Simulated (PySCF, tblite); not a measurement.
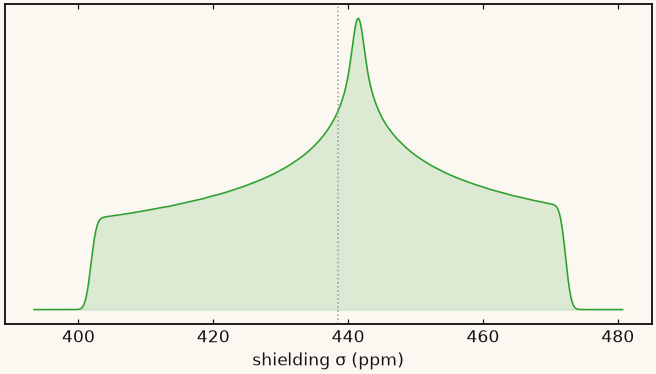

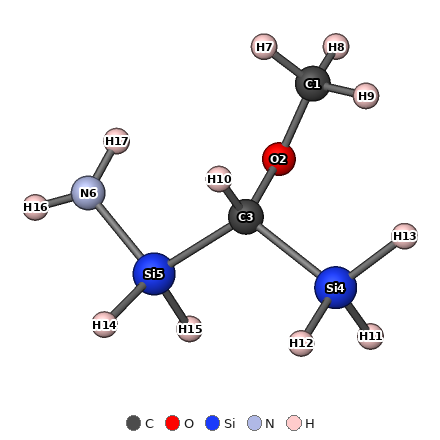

Static powder pattern (²⁹Si) from GIAO shielding tensors of C₂H₁₁NOSi₂, SMILES CO[C@H]([SiH3])[SiH2]N, PBE0/pcSseg-1, PySCF, at a GFN2-xTB geometry (a minimum by its frequencies); absolute shielding, one fixed geometry of the isolated molecule without any motion, no dipolar terms. The dotted line is the isotropic value; skew is 3(σiso − σ22)/span.

### The pattern belongs to Si4. Give the principal values, span and skew.

Si4: σ11, σ22, σ33 = 402, 441, 472 ppm, isotropic 439, span 70 ppm, skew −0.13.

Note: the tight-binding geometry is rougher than a DFT one and adds to the error; one conformer of a flexible molecule.
